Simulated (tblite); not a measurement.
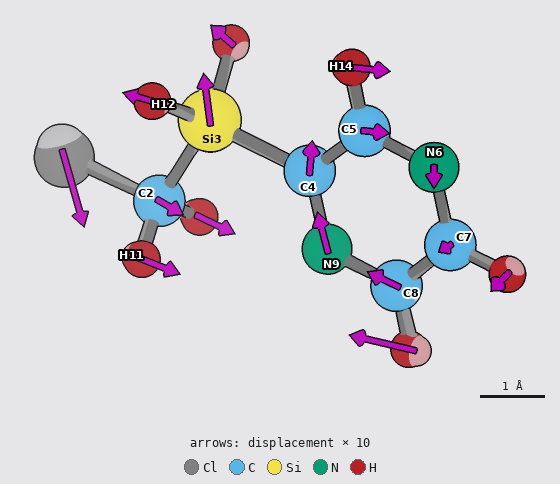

This is a relaxation of C$_{5}$H$_{7}$ClN$_{2}$Si. The starting structure is drawn faded, the final one solid; purple arrows show the displacements, 10 times their true length. The two geometries are superimposed by the best rigid fit.

Style: ball-and-stick. Shown at a tilt.

Level of theory: GFN2-xTB geometry optimisation, gas phase in tblite 0.8.0. 

### What did the optimiser do to the structure, and how much energy did it gain?

After 43 geometry steps the energy has fallen by 0.158 eV. The largest move after the best rigid fit is that of the Cl atom, 0.14 Å. By element the largest moves are Cl 0.14 Å, H 0.13 Å, Si 0.09 Å, N 0.07 Å, C 0.07 Å. Near-neighbour distances that change, for instance: C–Si 1.852 → 1.904 Å, C–N 1.358 → 1.321 Å, C–Si 1.866 → 1.894 Å, H–Si 1.484 → 1.465 Å. Bond angles that change, for instance: H–Si–H 106.4° → 110.9°, C–Si–C 110.5° → 106.5°, Si–C–C 121.3° → 123.6°. Cost: 0.62 s on 1 thread of Arm Neoverse N1 (shared host).
